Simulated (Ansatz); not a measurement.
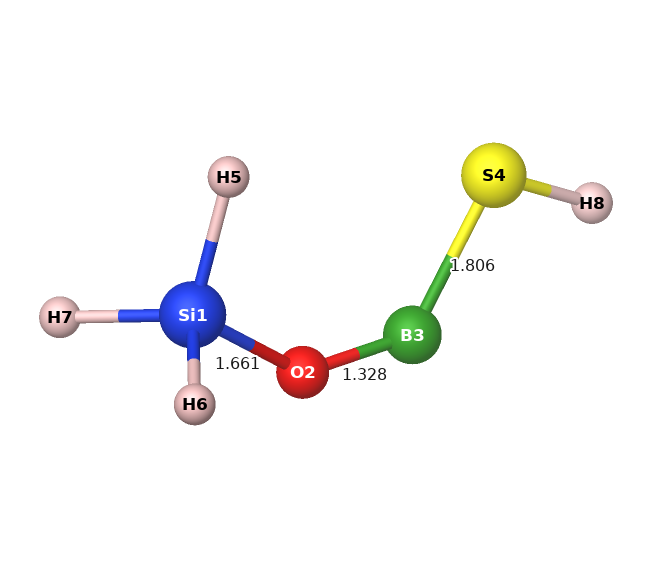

The numbers beside the sticks are distances in Å. Sticks don't show bond order. State: neutral, doublet. The geometry was computed by an optimisation with PBE0-D4/def2-TZVP. No frequency run is at hand to confirm it as a minimum.

> Which of the marked bonds are single, double, triple or aromatic?

Si1–O2 single; O2–B3 single; B3–S4 single. This is one Lewis structure.

> Write the SMILES.

[SiH3]O[B]S
